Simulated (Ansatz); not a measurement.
Ta2C (space group P-3m1)

```xyz
6
Lattice="6.1524 0.0000 0.0000 -1.5381 2.6641 0.0000 0.0000 0.0000 4.8901" Properties=species:S:1:pos:R:3 pbc="T T T"
Ta     0.0000     1.7760     1.2383
Ta     3.0762     1.7760     1.2383
Ta     1.5381     0.8880     3.6518
Ta     4.6143     0.8880     3.6518
C      0.0000     0.0000     0.0000
C      3.0762     0.0000     0.0000
```

A phonon eigenvector at M = (0.5, 0.0, 0.0) is frozen into this cell: atom i moves by Q times the vector below, so Q is the largest atomic displacement, in Å. The cell is held. (q is in reciprocal vectors of the primitive cell; the cell shown is doubled to hold the pattern.)

```csv
atom,x,y,z
Ta1,0.006,0.003,-0.015
Ta2,-0.006,-0.003,0.015
Ta3,-0.006,-0.003,0.015
Ta4,0.006,0.003,-0.015
C5,0.864,0.499,0.066
C6,-0.864,-0.499,-0.066
```

Calculation: LDA (plane waves to 420 eV, PAW, scalar-relativistic; Ansatz, a quantum-chemistry and plane-wave program). k mesh 17×17×10 (Γ-centred), Fermi-Dirac smearing 0.05 eV. Energies are smeared free energies. With partly filled bands, energies and forces of such displacements shift with the k mesh and the smearing. Spin-orbit coupling is left out, though Ta is heavy. Ta2C is run without spin polarisation. Ta2C was relaxed with its symmetry unable to fall. ΔE is measured from the undisplaced structure.

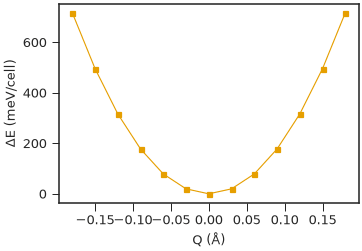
Figure: ΔE (meV/cell) against Q (Å); one marker a computed point.

### Question
What is the energy change at Q = 0.180 Å?

### Answer
About 720 meV/cell.

### Question
What harmonic wavenumber does the curvature at Q = 0 give?

### Answer
About 700 cm⁻¹.

(For displaced atoms, the force is minus the slope of the energy, and its curvature is a force constant, which sets phonon frequencies.)
